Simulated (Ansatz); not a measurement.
Relaxed Ti (hcp, Mg type):

```yaml
crystal:
  lattice:
    - [2.93885, 0.00000, 0.00000]
    - [-1.46943, 2.54512, 0.00000]
    - [0.00000, 0.00000, 4.64996]
  atoms:
    - { symbol: Ti, position: [0.33333, 0.66667, 0.75000] }
    - { symbol: Ti, position: [0.66667, 0.33333, 0.25000] }
```

In each cell atom 2 (Ti, nearest neighbour Ti at 2.878 Å; its periodic images, 2.9 Å or more away, move with it) moves by s·(0.707, 0.707, 0.000) (along Cartesian [110]), the rest being held.

The numbers are results of PBE (plane waves to 420 eV, PAW, scalar-relativistic; Ansatz, a first-principles code), not measurements. k mesh 15×15×8 (Γ-centred), Fermi-Dirac smearing 0.05 eV. Energies are smeared free energies. With partly filled bands, energies and forces of such displacements shift with the k mesh and the smearing. F∥ is the force on the atom along that direction. The PAW data are Ansatz's earlier set. Ti is run without spin polarisation. Ti was relaxed with its symmetry unable to fall. ΔE is measured from the undisplaced structure.

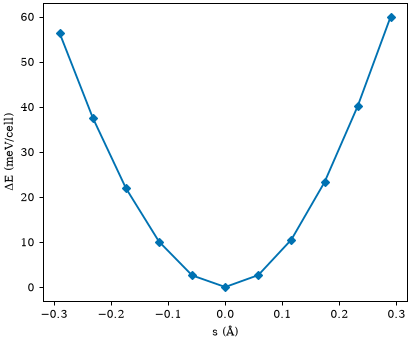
ΔE (meV/cell) against s (Å); one marker a computed point.

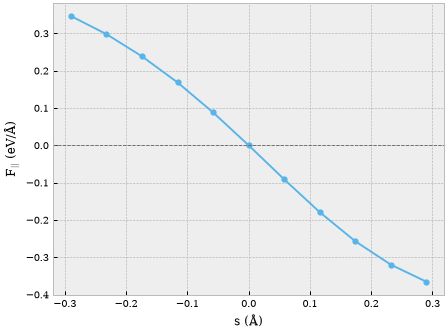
Figure: F∥ (eV/Å) against s (Å); markers are the computed points, lines only join them.

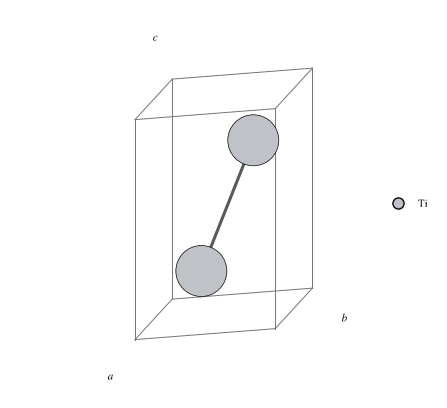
The cell of the calculation at s = 0.290 Å.

The force along the line at s = -0.290 Å is 0.346 eV/Å and the zone-centre optical wavenumber from k is 133 cm⁻¹. The energy at s = 0.290 Å is 60 meV/cell. Harmonic estimate at the end of the scan: ½ks² = 66 meV/cell against the computed 60 meV/cell, so the well is softer than harmonic there. Shape of the curve: a single well with its minimum at or next to zero displacement.

Reduced mass μ = 23.93 u; ν̃ = 521.5·√(k/μ) with k = 1.56 eV/Å².

(A displaced cell: forces are minus the slopes of the energy, force constants its curvatures, and phonons follow from these.)
